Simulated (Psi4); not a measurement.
**Run report: SiH$_{2}$Cl, single-point calculation (part 2 of 2)**

Continued. System: SiH$_{2}$Cl, multiplicity 2. Method: CCSD(T)/def2-TZVP, UHF (Psi4 1.11). The geometry was optimised with CAM-B3LYP/def2-SVP.

Geometry of the input (Å):
```
Si -0.3069  0.2443  0.1245
Cl 1.6168  -0.0597  0.8193
H  -1.0823  -1.0202  0.2731
H  -0.2465  0.6613  -1.3054
```

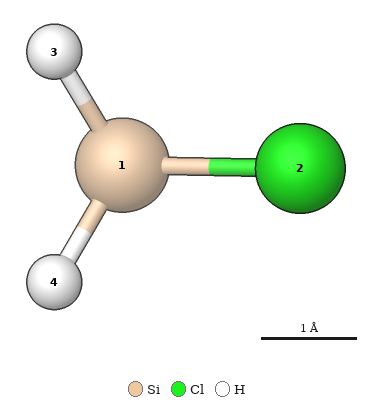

Fig. 1: The structure (ball-and-stick view, seen at a tilt; atoms are numbered from 1 in the order of the input).

## Output, continued
```
	Starting AA/AB first half-transformation.
	Sorting AA/AB half-transformed integrals.
	Starting BB first half-transformation.
	Sorting BB half-transformed integrals.
	First half integral transformation complete.
	Starting AA second half-transformation.
	Starting AB second half-transformation.
	Starting BB second half-transformation.
	Two-electron integral transformation complete.
	(VV|OV)...
	Starting AA second half-transformation.
	Starting AB second half-transformation.
	Starting BB second half-transformation.
	Two-electron integral transformation complete.
	(VV|VV)...
	Starting AA second half-transformation.
	Starting AB second half-transformation.
	Starting BB second half-transformation.
	Two-electron integral transformation complete.
	Frozen core energy     =   -794.37661205506163

	Size of irrep 0 of <AB|CD> integrals:      5.504 (MW) /     44.030 (MB)
	Total:                                     5.504 (MW) /     44.030 (MB)

	Size of irrep 0 of <ab|cd> integrals:      5.832 (MW) /     46.658 (MB)
	Total:                                     5.832 (MW) /     46.658 (MB)

	Size of irrep 0 of <Ab|Cd> integrals:     23.329 (MW) /    186.631 (MB)
	Total:                                    23.329 (MW) /    186.631 (MB)

	Size of irrep 0 of <IA|BC> integrals:      2.300 (MW) /     18.397 (MB)
	Total:                                     2.300 (MW) /     18.397 (MB)

	Size of irrep 0 of <ia|bc> integrals:      2.058 (MW) /     16.464 (MB)
	Total:                                     2.058 (MW) /     16.464 (MB)

	Size of irrep 0 of <Ia|Bc> integrals:      2.367 (MW) /     18.934 (MB)
	Total:                                     2.367 (MW) /     18.934 (MB)

	Size of irrep 0 of <iA|bC> integrals:      2.000 (MW) /     15.997 (MB)
	Total:                                     2.000 (MW) /     15.997 (MB)

	Size of irrep 0 of tIjAb amplitudes:       0.203 (MW) /      1.623 (MB)
	Total:                                     0.203 (MW) /      1.623 (MB)

	Nuclear Rep. energy          =     77.22984569466615
	SCF energy                   =   -749.62549692571486
	One-electron energy          =    -57.01046452296292
	Two-electron (AA) energy     =      5.81704397048828
	Two-electron (BB) energy     =      4.35644289749829
	Two-electron (AB) energy     =     14.35824708965530
	Two-electron energy          =     24.53173395764186
	Reference energy             =   -749.62549692571656

	total time  =          5 seconds =       0.08 minutes
            **************************
            *                        *
            *        CCENERGY        *
            *                        *
            **************************

    Nuclear Rep. energy (wfn)     =   77.229845694666153
    SCF energy          (wfn)     = -749.625496925714856
    Reference energy    (file100) = -749.625496925716561

    Input parameters:
    -----------------
    Wave function   =     CCSD_T
    Reference wfn   =     UHF
    Brueckner       =     No
    Memory (Mbytes) =     1600.0
    Maxiter         =     50
    R_Convergence   =     1.0e-07
    E_Convergence   =     1.0e-06
    Restart         =     Yes
    DIIS            =     Yes
    AO Basis        =     NONE
    ABCD            =     NEW
    Cache Level     =     2
    Cache Type      =     LRU
    Print Level     =     1
    Num. of threads =     1
    # Amps to Print =     10
    Print MP2 Amps? =     No
    Analyze T2 Amps =     No
    Print Pair Ener =     No
    Local CC        =     No
    SCS-MP2         =     False
    SCSN-MP2        =     False
    SCS-CCSD        =     False

MP2 correlation energy -0.2836941130161299
                Solving CC Amplitude Equations
                ------------------------------
  Iter             Energy              RMS        T1Diag      D1Diag    New D1Diag    D2Diag
  ----     ---------------------    ---------   ----------  ----------  ----------   --------
     0        -0.283694113016130    0.000e+00    0.000000    0.000000    0.000000    0.000000
     1        -0.309181302365789    6.402e-02    0.010193    0.000000    0.000000    0.000000
     2        -0.318794599105399    2.206e-02    0.014039    0.000000    0.000000    0.000000
     3        -0.319861033673745    9.494e-03    0.016525    0.000000    0.000000    0.000000
     4        -0.319698824721074    3.946e-03    0.018062    0.000000    0.000000    0.000000
     5        -0.319702458325210    1.519e-03    0.018552    0.000000    0.000000    0.000000
     6        -0.319708329248132    5.696e-04    0.018691    0.000000    0.000000    0.000000
     7        -0.319711873257818    2.013e-04    0.018715    0.000000    0.000000    0.000000
     8        -0.319713655918799    5.827e-05    0.018716    0.000000    0.000000    0.000000
     9        -0.319712972418837    2.128e-05    0.018718    0.000000    0.000000    0.000000
    10        -0.319712994653631    8.395e-06    0.018718    0.000000    0.000000    0.000000
    11        -0.319713074988466    2.877e-06    0.018718    0.000000    0.000000    0.000000
    12        -0.319713151051837    1.034e-06    0.018718    0.000000    0.000000    0.000000
    13        -0.319713166986312    4.010e-07    0.018718    0.000000    0.000000    0.000000
    14        -0.319713166510897    1.729e-07    0.018718    0.000000    0.000000    0.000000
    15        -0.319713164933443    7.814e-08    0.018718    0.000000    0.000000    0.000000

    Iterations converged.

    Largest TIA Amplitudes:
              3   1         0.0154769161
              6   2        -0.0138694564
              6   3         0.0131547187
              6   9         0.0125923677
              6   5         0.0120355047
              2   0        -0.0117101155
              4   9         0.0076950632
              6  12         0.0074748971
              4   5         0.0071399052
              3   4         0.0065146950

    Largest Tia Amplitudes:
              4   0         0.0343389129
              1   0         0.0173208312
              1   2         0.0134823667
              2   3         0.0114537894
              4   7         0.0104301690
              3   1        -0.0087891321
              1   5        -0.0081289301
              1   1         0.0068682633
              2   8         0.0065405238
              2   4         0.0057265297

    Largest TIJAB Amplitudes:
      5   4  16  15         0.0219470264
      6   3   3   1         0.0145251749
      6   2   7   0         0.0133698618
      6   3   2   1        -0.0132753182
      4   3  16  15         0.0129003622
      5   2   8   6        -0.0119176796
      6   2   9   0        -0.0118512589
      6   2   7   6         0.0117536304
      5   4  21  16         0.0117109301
      6   5  16  15         0.0100307485

    Largest Tijab Amplitudes:
      5   4  17  16        -0.0214083371
      4   2  17  16        -0.0142055672
      5   3   8   6        -0.0126492525
      4   3   7   6         0.0110684200
      4   3   6   0        -0.0110227052
      4   3   1   0        -0.0103104955
      5   4  22  17        -0.0102455942
      4   3  21  20         0.0093645807
      5   4   8   0         0.0092170927
      5   3   8   1        -0.0088790564

    Largest TIjAb Amplitudes:
      4   4  16  17         0.0260656909
      4   4  15  16        -0.0247810621
      5   5  16  17         0.0231008153
      5   5  15  16        -0.0227497686
      2   3   6   6        -0.0203439802
      3   2   8   8        -0.0200354043
      3   2   2   2        -0.0194460718
      5   5  14  15         0.0188236649
      1   1   2   2        -0.0181358224
      2   3   0   1        -0.0179818571

    SCF energy       (wfn)                    = -749.625496925714856
    Reference energy (file100)                = -749.625496925716561

    Opposite-spin MP2 correlation energy      =   -0.220065570415877
    Same-spin MP2 correlation energy          =   -0.063628542600253
    Singles MP2 correlation energy            =   -0.000000000000000
    MP2 correlation energy                    =   -0.283694113016130
      * MP2 total energy                      = -749.909191038732729

    Opposite-spin CCSD correlation energy     =   -0.256973360046461
    Same-spin CCSD correlation energy         =   -0.062739804886982
    Singles CCSD correlation energy           =    0.000000000000000
    CCSD correlation energy                   =   -0.319713164933443
      * CCSD total energy                     = -749.945210090649994

            **************************
            *                        *
            *        CCTRIPLES       *
            *                        *
            **************************

    Wave function   =    CCSD_T
    Reference wfn   =      UHF

    Nuclear Rep. energy (wfn)                =   77.229845694666153
    SCF energy          (wfn)                = -749.625496925714856
    Reference energy    (file100)            = -749.625496925716561
    CCSD energy         (file100)            =   -0.319713164933443
    Total CCSD energy   (file100)            = -749.945210090649994

    Number of ijk index combinations:
    Spin Case AAA:                                  35
    Spin Case BBB:                                  20
    Spin Case AAB:                                 126
    Spin Case ABB:                                 105
    AAA (T) energy                             =   -0.000368687251647
    BBB (T) energy                             =   -0.000278555214100
    AAB (T) energy                             =   -0.006305298415539
    ABB (T) energy                             =   -0.005365975713244
    (T) energy                                   =   -0.012318516594529
      * CCSD(T) total energy                     = -749.957528607244512

  Variable Map:
  ----------------------------------------------------------------------------
  "(T) CORRECTION ENERGY"                 =>      -0.012318516595
  "AAA (T) CORRECTION ENERGY"             =>      -0.000368687252
  "AAB (T) CORRECTION ENERGY"             =>      -0.006305298416
  "ABB (T) CORRECTION ENERGY"             =>      -0.005365975713
  "BBB (T) CORRECTION ENERGY"             =>      -0.000278555214
  "CC D1 DIAGNOSTIC"                      =>       0.000000000000
  "CC D2 DIAGNOSTIC"                      =>       0.000000000000
  "CC NEW D1 DIAGNOSTIC"                  =>       0.000000000000
  "CC T1 DIAGNOSTIC"                      =>       0.018718214837
  "CCSD CORRELATION ENERGY"               =>      -0.319713164933
  "CCSD DOUBLES ENERGY"                   =>      -0.319713164933
  "CCSD ITERATIONS"                       =>      15.000000000000
  "CCSD OPPOSITE-SPIN CORRELATION ENERGY" =>      -0.256973360046
  "CCSD SAME-SPIN CORRELATION ENERGY"     =>      -0.062739804887
  "CCSD SINGLES ENERGY"                   =>       0.000000000000
  "CCSD TOTAL ENERGY"                     =>    -749.945210090650
  "CCSD(T) CORRELATION ENERGY"            =>      -0.332031681528
  "CCSD(T) TOTAL ENERGY"                  =>    -749.957528607245
  "CURRENT CORRELATION ENERGY"            =>      -0.332031681528
  "CURRENT ENERGY"                        =>    -749.957528607245
  "CURRENT REFERENCE ENERGY"              =>    -749.625496925715
  "DD SOLVATION ENERGY"                   =>       0.000000000000
  "HF KINETIC ENERGY"                     =>     749.611600206892
  "HF POTENTIAL ENERGY"                   =>   -1499.237097132607
  "HF TOTAL ENERGY"                       =>    -749.625496925715
  "HF VIRIAL RATIO"                       =>       2.000018538559
  "MP2 CORRELATION ENERGY"                =>      -0.283694113016
  "MP2 DOUBLES ENERGY"                    =>      -0.283694113016
  "MP2 OPPOSITE-SPIN CORRELATION ENERGY"  =>      -0.220065570416
  "MP2 SAME-SPIN CORRELATION ENERGY"      =>      -0.063628542600
  "MP2 SINGLES ENERGY"                    =>      -0.000000000000
  "MP2 TOTAL ENERGY"                      =>    -749.909191038733
  "NUCLEAR REPULSION ENERGY"              =>      77.229845694666
  "ONE-ELECTRON ENERGY"                   =>   -1191.160514972535
  "PCM POLARIZATION ENERGY"               =>       0.000000000000
  "PE ENERGY"                             =>       0.000000000000
  "SCF ITERATION ENERGY"                  =>    -749.625496925715
  "SCF ITERATIONS"                        =>      13.000000000000
  "SCF TOTAL ENERGY"                      =>    -749.625496925715
  "TWO-ELECTRON ENERGY"                   =>     364.305172352154

  Array Variable Map:
  ----------------------------------------------------------------------------
  "CURRENT DIPOLE"                        =>      -0.522115543413 ... -0.184760665308 1 by 3
  "SCF DIPOLE"                            =>      -0.522115543413 ... -0.184760665308 1 by 3
  "SCF TOTAL ENERGIES"                    =>    -749.156685731416 ... -749.625496925715 1 by 14

    Psi4 run time: 0:00:21.69
```

## Summary

- outcome: converged
- total energy: −749.957529 hartree
- SCF energy: −749.625497 hartree
- MP2 energy: −749.909191 hartree
- CCSD energy: −749.945210 hartree
- correlation energy: −0.332032 hartree
- (T) correction: −0.012319 hartree
- basis functions: 86
- T1 diagnostic: 0.019
- ⟨S²⟩: 0.754
- hardware: 1 thread of Intel Xeon (Granite Rapids), 176 GiB of memory available, shared host
- wall time: 23 s
- peak memory: 0.59 GiB
